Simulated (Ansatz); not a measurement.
Geometry relaxation of Si$_{2}$H$_{6}$F$_{2}$ (part 2 of 2)

Si$_{2}$H$_{6}$F$_{2}$; RKS PBE0-D4/def2-TZVP (Ansatz 0.2.0). The geometry is a transition state displaced along its imaginary mode. The reaction was set up to form Si1–H7 and Si2–H6 and to break Si1–Si2 and H6–H7 (atoms counted from 1 in the order of the input); sticks are drawn by distance alone.

Geometry of the input (Å):
```
Si -0.7180  1.0493  0.2909
Si 0.8256  -1.1140  -0.4371
F  -2.1181  0.8741  1.1089
F  -1.3425  0.3900  -1.1190
H  -0.0892  2.1931  -0.2627
H  0.3625  -0.1453  0.7381
H  0.0198  1.0630  1.6175
H  -0.1968  -2.1721  -0.5984
H  1.3171  -0.5926  -1.7468
H  1.9396  -1.5456  0.4085
```

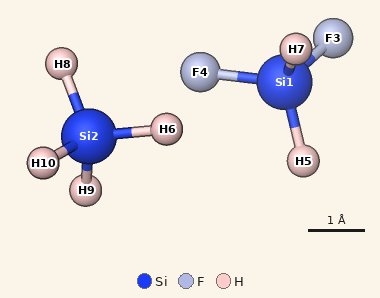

*The geometry at step 17 of the log (ball-and-stick view, seen at a tilt; atoms are numbered from 1 in the order of the input).*

Trajectory as extended XYZ, continued
```
10
Properties=species:S:1:pos:R:3:forces:R:3 step=7 energy=-21280.56577
Si   -1.1293    1.4959    0.4701   -1.1978  -0.9365  -1.0927
Si    1.1781   -1.4566   -0.4537    0.2765  -0.3963   0.4709
F    -2.6298    1.7750    0.9955    0.9564   0.0243  -0.3134
F    -1.3119    0.3170   -0.6707    0.2960   1.2217   1.2790
H    -0.5511    2.6683   -0.2329   -0.1915  -0.0870   0.1309
H     0.9167   -0.4894    0.6469    0.0255  -0.0893  -0.1072
H    -0.3310    1.0371    1.6126   -0.0394  -0.0635   0.0365
H     0.0241   -2.3724   -0.6404    0.0471   0.0297   0.0662
H     1.4399   -0.7379   -1.7054    0.1065   0.1634  -0.2398
H     2.3941   -2.2371   -0.0220   -0.2793   0.1336  -0.2305
10
Properties=species:S:1:pos:R:3:forces:R:3 step=8 energy=-21280.67378
Si   -1.2263    1.5864    0.4797   -0.8266  -1.0211  -0.6719
Si    1.2716   -1.5406   -0.4543    0.0071   0.0194  -0.0254
F    -2.7192    1.9251    0.9575    0.6540  -0.0839  -0.1822
F    -1.3365    0.3854   -0.6106    0.0293   0.9094   0.6815
H    -0.6442    2.7553   -0.1779    0.0353   0.1993  -0.0929
H     1.0714   -0.5783    0.6656    0.0390  -0.0655  -0.0895
H    -0.4548    1.0472    1.5961    0.0488   0.0478   0.2772
H     0.0782   -2.4153   -0.5863    0.0463   0.0253   0.0254
H     1.4909   -0.7980   -1.7288    0.0001  -0.0463   0.1276
H     2.4689   -2.3674   -0.1410   -0.0333   0.0156  -0.0498
10
Properties=species:S:1:pos:R:3:forces:R:3 step=10 energy=-21280.72117
Si   -1.2791    1.5959    0.4726   -0.0773  -0.1333   0.0031
Si    1.3257   -1.5713   -0.4572    0.0086  -0.0294  -0.0171
F    -2.7331    2.0297    0.9305   -0.0096   0.0622   0.0120
F    -1.4552    0.4435   -0.6067    0.0557   0.0158  -0.0028
H    -0.6151    2.7416   -0.1705    0.0158   0.0388  -0.0151
H     1.1895   -0.6239    0.6769   -0.0050   0.0246   0.0130
H    -0.5699    1.0388    1.6372    0.0055   0.0294   0.0179
H     0.1197   -2.4295   -0.5384   -0.0081  -0.0024   0.0047
H     1.4927   -0.8105   -1.7199   -0.0024   0.0105  -0.0039
H     2.5248   -2.4145   -0.2246    0.0169  -0.0163  -0.0117
10
Properties=species:S:1:pos:R:3:forces:R:3 step=11 energy=-21280.72520
Si   -1.2862    1.5949    0.4864   -0.0160  -0.0426  -0.0028
Si    1.3311   -1.5731   -0.4692    0.0028  -0.0162  -0.0199
F    -2.7539    2.0469    0.8747   -0.0470   0.0471   0.0094
F    -1.4165    0.4138   -0.5661    0.0279  -0.0150  -0.0221
H    -0.5964    2.7239   -0.1621    0.0101   0.0151  -0.0078
H     1.2232   -0.6199    0.6640   -0.0002   0.0140   0.0161
H    -0.6248    1.0764    1.6948    0.0192   0.0013   0.0308
H     0.1147   -2.4185   -0.5287   -0.0049  -0.0037   0.0074
H     1.4832   -0.8146   -1.7354    0.0001   0.0048  -0.0045
H     2.5255   -2.4299   -0.2584    0.0080  -0.0049  -0.0065
10
Properties=species:S:1:pos:R:3:forces:R:3 step=12 energy=-21280.72737
Si   -1.2898    1.5946    0.4942   -0.0020  -0.0061   0.0077
Si    1.3327   -1.5751   -0.4757   -0.0020  -0.0020  -0.0017
F    -2.7642    2.0744    0.8253   -0.0030   0.0045  -0.0031
F    -1.3929    0.4007   -0.5473    0.0017  -0.0063  -0.0004
H    -0.5660    2.7074   -0.1467    0.0080   0.0051  -0.0005
H     1.2382   -0.6237    0.6622    0.0061  -0.0016  -0.0005
H    -0.6723    1.0878    1.7329   -0.0094   0.0045   0.0003
H     0.1246   -2.4345   -0.5070    0.0018   0.0000   0.0033
H     1.4481   -0.8129   -1.7437   -0.0024   0.0016  -0.0023
H     2.5415   -2.4189   -0.2944    0.0012   0.0003  -0.0029
10
Properties=species:S:1:pos:R:3:forces:R:3 step=13 energy=-21280.72487 accepted=F
Si   -1.2982    1.5862    0.5129   -0.2105   0.1121   0.1032
Si    1.3393   -1.5690   -0.4909    0.0072   0.0005  -0.0105
F    -2.7852    2.1437    0.6890    0.4050  -0.1699  -0.0540
F    -1.3525    0.3489   -0.4847   -0.0357   0.0723   0.0786
H    -0.4717    2.6433   -0.1149   -0.0742  -0.0873   0.0752
H     1.3100   -0.6216    0.6582    0.0056  -0.0333  -0.0389
H    -0.8118    1.1124    1.8349   -0.0879   0.0695  -0.2040
H     0.1369   -2.4402   -0.4491    0.0443   0.0240   0.0059
H     1.3650   -0.7992   -1.7626    0.0026  -0.0271   0.0473
H     2.5680   -2.4047   -0.3929   -0.0564   0.0391  -0.0028
10
Properties=species:S:1:pos:R:3:forces:R:3 step=15 energy=-21280.72985
Si   -1.2999    1.5799    0.5136   -0.0963   0.0634   0.0281
Si    1.3425   -1.5623   -0.4912   -0.0074  -0.0046  -0.0208
F    -2.7688    2.1621    0.6973    0.1762  -0.0646  -0.0191
F    -1.3927    0.3442   -0.4801   -0.0048   0.0182   0.0193
H    -0.4557    2.6181   -0.1141   -0.0395  -0.0449   0.0333
H     1.3021   -0.6086    0.6493    0.0091  -0.0064  -0.0080
H    -0.8160    1.0978    1.8240   -0.0348   0.0230  -0.0619
H     0.1416   -2.4327   -0.4523    0.0159   0.0058   0.0037
H     1.3788   -0.8023   -1.7665   -0.0024  -0.0069   0.0194
H     2.5680   -2.3964   -0.3801   -0.0160   0.0170   0.0060
10
Properties=species:S:1:pos:R:3:forces:R:3 step=16 energy=-21280.73075
Si   -1.2985    1.5740    0.5139   -0.0667   0.0394   0.0196
Si    1.3400   -1.5577   -0.4935    0.0103   0.0010   0.0048
F    -2.7587    2.1750    0.6899    0.1078  -0.0453  -0.0148
F    -1.4011    0.3384   -0.4789   -0.0051   0.0156   0.0174
H    -0.4408    2.6010   -0.1101   -0.0155  -0.0284   0.0209
H     1.3067   -0.6012    0.6447   -0.0083   0.0021  -0.0043
H    -0.8300    1.0882    1.8271   -0.0188   0.0131  -0.0432
H     0.1438   -2.4334   -0.4440    0.0092   0.0082  -0.0002
H     1.3692   -0.7998   -1.7696   -0.0050  -0.0102   0.0088
H     2.5693   -2.3847   -0.3796   -0.0080   0.0045  -0.0091
10
Properties=species:S:1:pos:R:3:forces:R:3 step=17 energy=-21280.73285
Si   -1.2896    1.5465    0.5147   -0.0290   0.0142   0.0062
Si    1.3331   -1.5327   -0.4927   -0.0128  -0.0024  -0.0116
F    -2.7189    2.2219    0.6535    0.0337  -0.0293  -0.0163
F    -1.4277    0.3110   -0.4741   -0.0137   0.0254   0.0145
H    -0.3693    2.5273   -0.0907    0.0073  -0.0173   0.0079
H     1.3015   -0.5578    0.6298   -0.0011   0.0016   0.0007
H    -0.8822    1.0448    1.8400    0.0023   0.0018  -0.0114
H     0.1534   -2.4274   -0.4083    0.0054   0.0035   0.0069
H     1.3225   -0.7963   -1.7808    0.0016  -0.0009   0.0018
H     2.5771   -2.3375   -0.3916    0.0064   0.0035   0.0013
10
Properties=species:S:1:pos:R:3:forces:R:3 step=18 energy=-21280.73417
Si   -1.2787    1.4992    0.5178   -0.0994   0.1401  -0.0046
Si    1.3207   -1.4914   -0.4964   -0.0212  -0.0066  -0.0101
F    -2.6464    2.3148    0.5969    0.2570  -0.1777  -0.0326
F    -1.4921    0.2727   -0.4716   -0.0210   0.0932   0.0382
H    -0.2377    2.3890   -0.0509   -0.1102  -0.1029   0.0566
H     1.2867   -0.4793    0.5943   -0.0072  -0.0015  -0.0112
H    -0.9735    0.9622    1.8600   -0.0235   0.0409  -0.0557
H     0.1752   -2.4242   -0.3402    0.0423   0.0317  -0.0097
H     1.2476   -0.7983   -1.8085   -0.0029  -0.0247   0.0338
H     2.5981   -2.2448   -0.4016   -0.0138   0.0075  -0.0047
10
Properties=species:S:1:pos:R:3:forces:R:3 step=20 energy=-21280.73865
Si   -1.2642    1.4690    0.5207   -0.0294   0.0381   0.0102
Si    1.3086   -1.4641   -0.4984    0.0023  -0.0041   0.0043
F    -2.5846    2.3490    0.5823    0.0535  -0.0528  -0.0104
F    -1.5353    0.2551   -0.4674   -0.0123   0.0236   0.0033
H    -0.1811    2.2988   -0.0409   -0.0077  -0.0250   0.0123
H     1.2453   -0.4288    0.5687   -0.0073   0.0005  -0.0004
H    -1.0016    0.9265    1.8668   -0.0022   0.0121  -0.0144
H     0.1856   -2.4179   -0.3297    0.0075   0.0064   0.0019
H     1.2256   -0.8021   -1.8233    0.0008  -0.0053  -0.0009
H     2.6016   -2.1856   -0.3788   -0.0052   0.0066  -0.0057
10
Properties=species:S:1:pos:R:3:forces:R:3 step=21 energy=-21280.73853 accepted=F
Si   -1.2407    1.4201    0.5232   -0.0913   0.0791  -0.0460
Si    1.2861   -1.4195   -0.5005    0.0167  -0.0128   0.0092
F    -2.4890    2.4079    0.5537    0.1698  -0.1349  -0.0041
F    -1.5977    0.2302   -0.4709    0.0228   0.0890   0.0514
H    -0.0744    2.1557   -0.0135   -0.0948  -0.0489   0.0311
H     1.1752   -0.3479    0.5294    0.0001  -0.0304  -0.0250
H    -1.0529    0.8590    1.8755   -0.0109   0.0259  -0.0344
H     0.2061   -2.4162   -0.2931    0.0217   0.0228  -0.0023
H     1.1754   -0.8126   -1.8508   -0.0009  -0.0090   0.0264
H     2.6118   -2.0768   -0.3532   -0.0331   0.0193  -0.0065
10
Properties=species:S:1:pos:R:3:forces:R:3 step=22 energy=-21280.73873
Si   -1.2604    1.4691    0.5243    0.0657  -0.0811  -0.0204
Si    1.3031   -1.4618   -0.5002   -0.0222   0.0034  -0.0246
F    -2.5805    2.3446    0.5722   -0.0268   0.0126  -0.0070
F    -1.5211    0.2516   -0.4641   -0.0217   0.0506   0.0264
H    -0.1684    2.2906   -0.0281   -0.0042   0.0116  -0.0059
H     1.2194   -0.4216    0.5593    0.0118   0.0084   0.0136
H    -1.0029    0.9312    1.8724   -0.0175   0.0032   0.0048
H     0.1897   -2.4257   -0.3304    0.0021  -0.0048   0.0016
H     1.2185   -0.8097   -1.8302   -0.0009  -0.0029   0.0033
H     2.6024   -2.1685   -0.3752    0.0137  -0.0008   0.0083
10
Properties=species:S:1:pos:R:3:forces:R:3 step=23 energy=-21280.74003
Si   -1.2535    1.4472    0.5233   -0.0203  -0.0211  -0.0357
Si    1.2983   -1.4444   -0.5001    0.0015  -0.0010  -0.0038
F    -2.5286    2.3918    0.5671    0.0446  -0.0308  -0.0012
F    -1.5760    0.2539   -0.4770    0.0097   0.0528   0.0367
H    -0.1169    2.2184   -0.0162   -0.0256  -0.0128   0.0102
H     1.2002   -0.3884    0.5440   -0.0041   0.0008  -0.0018
H    -1.0394    0.8857    1.8701   -0.0072   0.0108  -0.0105
H     0.2108   -2.4334   -0.3023    0.0101   0.0066  -0.0018
H     1.1869   -0.8175   -1.8404   -0.0010  -0.0068   0.0119
H     2.6180   -2.1133   -0.3685   -0.0077   0.0015  -0.0041
10
Properties=species:S:1:pos:R:3:forces:R:3 step=25 energy=-21280.74031
Si   -1.2491    1.4402    0.5220    0.0048  -0.0005   0.0000
Si    1.2946   -1.4392   -0.4989    0.0041   0.0011   0.0028
F    -2.5073    2.4047    0.5615   -0.0057   0.0078   0.0021
F    -1.5862    0.2587   -0.4843    0.0021  -0.0059  -0.0027
H    -0.0984    2.1948   -0.0066    0.0001   0.0010  -0.0005
H     1.1852   -0.3805    0.5413   -0.0018   0.0004  -0.0025
H    -1.0536    0.8727    1.8683   -0.0010  -0.0017   0.0009
H     0.2239   -2.4434   -0.2903    0.0012  -0.0012  -0.0005
H     1.1659   -0.8212   -1.8410   -0.0021   0.0008   0.0015
H     2.6249   -2.0867   -0.3720   -0.0016  -0.0018  -0.0011
10
Properties=species:S:1:pos:R:3:forces:R:3 step=26 energy=-21280.74034
Si   -1.2492    1.4412    0.5214    0.0033  -0.0005   0.0041
Si    1.2948   -1.4402   -0.4982   -0.0008   0.0001  -0.0008
F    -2.5069    2.4068    0.5608   -0.0010   0.0005  -0.0012
F    -1.5845    0.2604   -0.4864   -0.0008   0.0000  -0.0012
H    -0.0975    2.1962   -0.0047   -0.0008   0.0000  -0.0002
H     1.1844   -0.3823    0.5426    0.0000   0.0000   0.0003
H    -1.0562    0.8717    1.8673   -0.0007   0.0004  -0.0015
H     0.2276   -2.4478   -0.2881    0.0006  -0.0001   0.0003
H     1.1605   -0.8212   -1.8393   -0.0004  -0.0001   0.0003
H     2.6268   -2.0848   -0.3756    0.0007  -0.0002  -0.0001
10
Properties=species:S:1:pos:R:3:forces:R:3 step=27 energy=-21280.74034
Si   -1.2489    1.4416    0.5213    0.0020  -0.0002   0.0017
Si    1.2945   -1.4407   -0.4981   -0.0005   0.0002   0.0003
F    -2.5045    2.4099    0.5587   -0.0009  -0.0009  -0.0013
F    -1.5840    0.2625   -0.4887   -0.0016   0.0007  -0.0002
H    -0.0945    2.1948   -0.0012    0.0004   0.0003   0.0003
H     1.1828   -0.3835    0.5433    0.0000   0.0003   0.0004
H    -1.0606    0.8700    1.8670    0.0001   0.0002  -0.0005
H     0.2321   -2.4527   -0.2846    0.0002   0.0001  -0.0003
H     1.1537   -0.8221   -1.8386    0.0000  -0.0005   0.0003
H     2.6295   -2.0799   -0.3791    0.0004  -0.0002  -0.0006
```

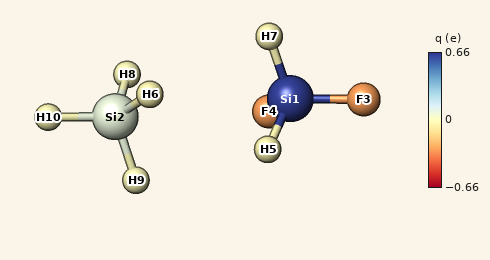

*Mulliken charges, as the colour of each atom (ball-and-stick view, seen at a tilt; atoms are numbered from 1 in the order of the input).*

By element: Si +0.07 to +0.63, F −0.29 and H −0.04 to −0.01 e.

Results in brief

| quantity | value |
| --- | --- |
| outcome | converged |
| total energy | −21280.7404 eV |
| mean-field energy | −21280.6075 eV |
| dispersion energy | −0.1328 eV |
| SCF solution under orbital rotations | stable |
| largest force (length of the vector) at the end | 0.003 eV/Å |
| dipole moment | 1.39 D |
| wall time | 53 s (CPU time 3.3 min) |
| peak memory | 0.39 GiB |
